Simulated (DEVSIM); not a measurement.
Device: Si n-p junction from an implanted or diffused profile, at 350 K.

```csv
layer (left to right),material,thickness (μm),Na (cm⁻³),τn (s),τp (s)
1,Si,52.0,4.1e16,0.00013,0.00013
```

Added donor profile: 2e18 cm⁻³ × exp(−(x − 0 μm)²/(2·(0.033 μm)²)). Left contact: ohmic. Right contact: ohmic. Voltage is applied to the left contact. Recombination: SRH at mid-gap, radiative, Auger. Gap narrowing is on: ΔEg = 6.92 meV × (l + √(l² + 0.5)), l = ln(N/1.3e17 cm⁻³), shared equally by both band edges. Mobility is μmin + (μ − μmin)/(1 + (N/Nref)^α).

The device is made up for the run: typed textbook-type constants, with dimensions and the other settings drawn at random. Values at 300 K; Nc and Nv go as T^1.5, mobilities as T to minus their exponent, the gap by Varshni's rule with the affinity fixed.

| parameter | Si |
|---|---|
| gap (eV) | 1.124 |
| affinity (eV) | 4.05 |
| permittivity | 11.7 |
| Nc (cm⁻³) | 2.86e19 |
| Nv (cm⁻³) | 3.1e19 |
| μn (cm²/Vs) | 1417 |
| μp (cm²/Vs) | 470 |
| μn,min | 52 |
| μp,min | 45 |
| Nref,n | 9.7e16 |
| Nref,p | 2.2e17 |
| αn | 0.68 |
| αp | 0.72 |
| T exponent of μn | 2.3 |
| T exponent of μp | 2.2 |
| B (cm³/s) | 4.7e-15 |
| Cn (cm⁶/s) | 2.8e-31 |
| Cp (cm⁶/s) | 9.9e-32 |
| Varshni α (eV/K) | 0.000473 |
| Varshni β (K) | 636 |

Model (solved in DEVSIM): 1D drift-diffusion, Boltzmann statistics, complete ionisation; no tunnelling, impact ionisation, image-force lowering or self-heating.

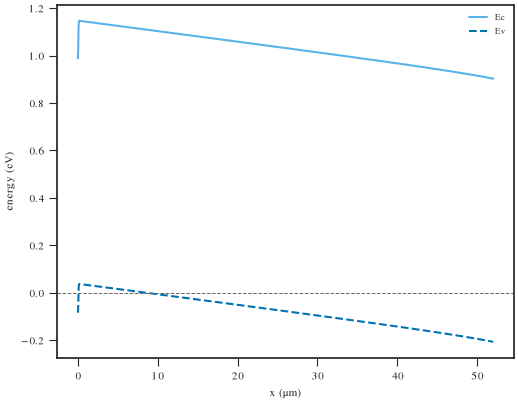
*Band edges at -0.9 V on the left contact*

Energies count from the Fermi level of the right contact; mesh points crowd at the junctions.

```tsv
x (μm)	Ec (eV)	Ev (eV)	n (cm⁻³)	p (cm⁻³)	field (V/cm)
0.000	0.988	-0.084	2.0e18	260000	710
0.02131	0.995	-0.080	1.6e18	4.9e14	4800
0.04564	1.018	-0.066	7.1e17	1.4e15	11000
0.07062	1.064	-0.036	1.6e17	4.4e15	19000
0.1056	1.125	0.016	2.1e16	2.5e16	10000
0.1320	1.141	0.032	1.2e16	4.2e16	3000
0.1573	1.145	0.036	1.1e16	4.9e16	740
0.2390	1.146	0.037	1.0e16	5.1e16	-36
0.3830	1.145	0.036	1.0e16	5.1e16	-44
0.7211	1.144	0.035	1.0e16	5.1e16	-44
1.489	1.141	0.031	1.0e16	5.1e16	-44
4.102	1.129	0.020	1.0e16	5.1e16	-44
9.166	1.107	-0.003	1.0e16	5.1e16	-44
20.67	1.055	-0.054	9.8e15	5.1e16	-45
40.51	0.964	-0.145	7.6e15	4.9e16	-48
46.93	0.932	-0.177	4.9e15	4.6e16	-53
49.77	0.916	-0.193	2.7e15	4.4e16	-58
51.03	0.909	-0.201	1.3e15	4.2e16	-62
51.68	0.905	-0.205	4.6e14	4.1e16	-65
51.87	0.903	-0.206	1.9e14	4.1e16	-65
51.96	0.903	-0.207	6.4e13	4.1e16	-66
52.00	0.902	-0.207	3600000	4.1e16	-66
```
